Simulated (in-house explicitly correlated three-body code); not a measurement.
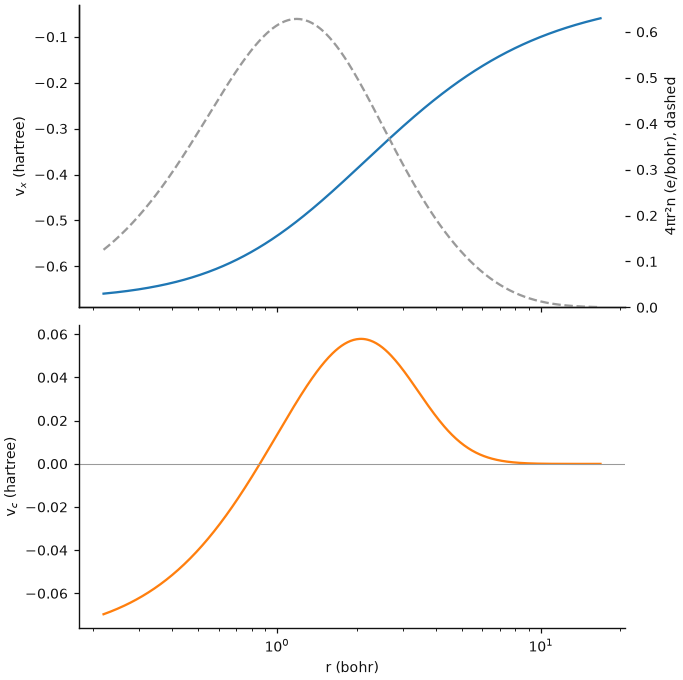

Two electrons around a point charge Z = 0.99. Computed variationally in 260 exponentially correlated functions with an in-house code, non-relativistic, converged to about 10⁻⁷ hartree. The plot shows the exact exchange and correlation potentials of the ground state, from inverting its density, with the radial density dashed.

What shape do the two potentials have?

The exchange potential, minus half the Hartree potential for two paired electrons, rises from −0.66 hartree at 0.22 bohr to −0.06 at 17 bohr, tending to −1/r far out. The correlation potential is −0.070 hartree at the inner end, crosses zero near 0.85 bohr and has a positive maximum of 0.058 hartree near 2.1 bohr; the density peaks at 1.2 bohr. The LDA correlation potential, by contrast, is negative everywhere. The Kohn-Sham level equals minus the binding of the second electron, −0.657 eV.
